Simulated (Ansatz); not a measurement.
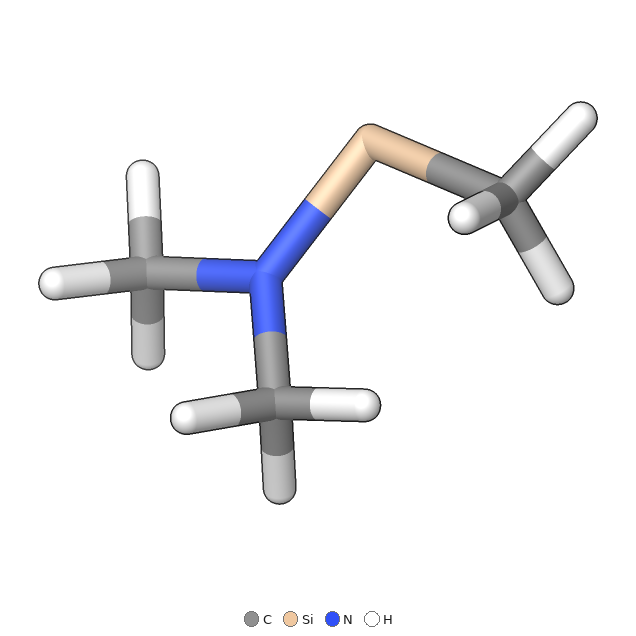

The picture shows a molecular structure as a stick model. Every bond is drawn as one stick, whatever its order.

Computed geometry: PBE0-D4/def2-TZVP optimisation.

Give the formula.

C3H9NSi, 14 atoms: 3 carbon, 9 hydrogen, 1 nitrogen and 1 silicon.

Count the bonded pairs by element.

9 C–H, 2 C–N, 1 C–Si, 1 N–Si.

The parts below concern this one geometry. Atoms keep their numbers from picture to picture.

Shape

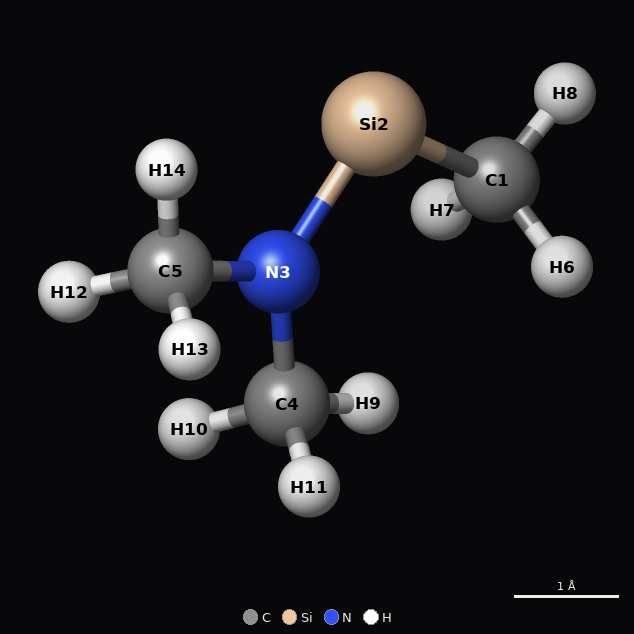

List the bonds and their lengths.

```csv
bond,length (Å),order
C1–Si2,1.908,single
C1–H6,1.096,single
C1–H7,1.096,single
C1–H8,1.093,single
Si2–N3,1.719,single
N3–C4,1.444,single
N3–C5,1.449,single
C4–H9,1.088,single
C4–H10,1.097,single
C4–H11,1.097,single
C5–H12,1.097,single
C5–H13,1.097,single
C5–H14,1.092,single
```

Dipole moment

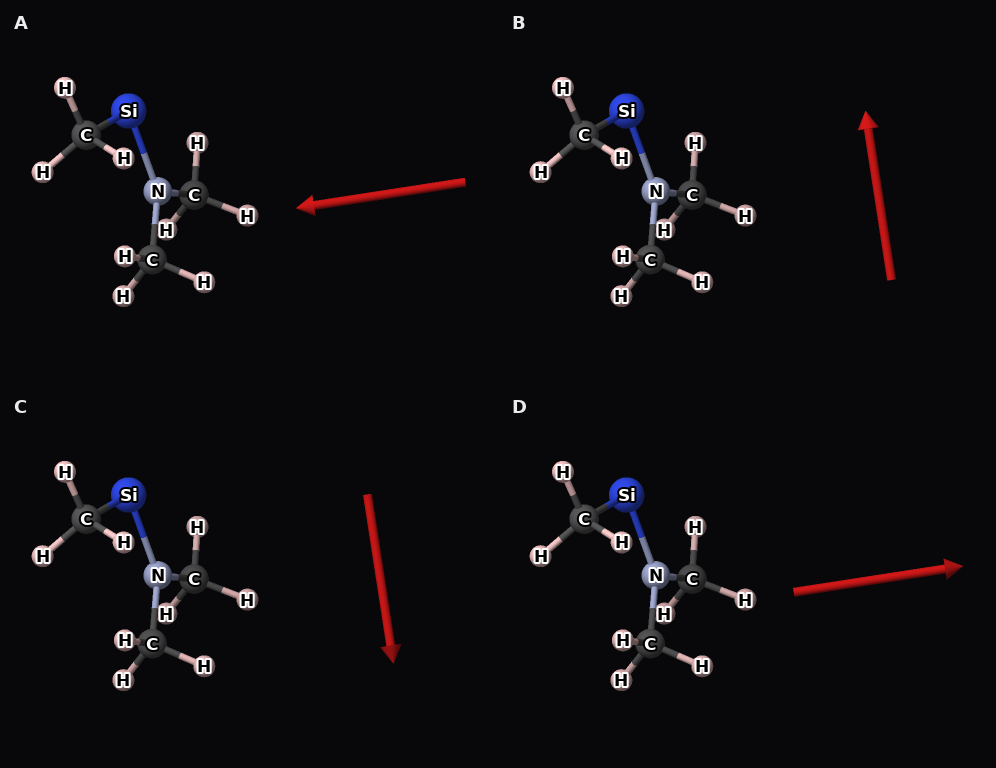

The same molecule four times, each with an arrow. Level of theory: RKS B3LYP-D4/def2-TZVPP (Ansatz 0.2.0).

Which arrow points along the dipole moment, from the negative to the positive end?

C. The dipole moment is 2.03 D.

Charges

The questions are on Mulliken charges. Method: RKS r2SCAN-D4/def2-TZVPP (Ansatz 0.2.0).

Give the Mulliken charges atom by atom.

```json
{"atom": "C1", "value (e)": "−0.32"}
{"atom": "Si2", "value (e)": "0.09"}
{"atom": "N3", "value (e)": "−0.18"}
{"atom": "C4", "value (e)": "−0.07"}
{"atom": "C5", "value (e)": "−0.05"}
{"atom": "H6", "value (e)": "0.06"}
{"atom": "H7", "value (e)": "0.06"}
{"atom": "H8", "value (e)": "0.07"}
{"atom": "H9", "value (e)": "0.06"}
{"atom": "H10", "value (e)": "0.06"}
{"atom": "H11", "value (e)": "0.06"}
{"atom": "H12", "value (e)": "0.05"}
{"atom": "H13", "value (e)": "0.05"}
{"atom": "H14", "value (e)": "0.06"}
```

Electronic properties

Level of theory: RKS PBE0-D4/def2-TZVPP (Ansatz 0.2.0).

Give the HOMO energy (Kohn–Sham orbital) at this level.

−5.88 eV.

What is the HOMO–LUMO gap?

4.77 eV.

Give the dispersion correction at this level.

−25.5 kJ/mol.

Mulliken values depend strongly on the basis set and can even reverse the polarity of a bond.
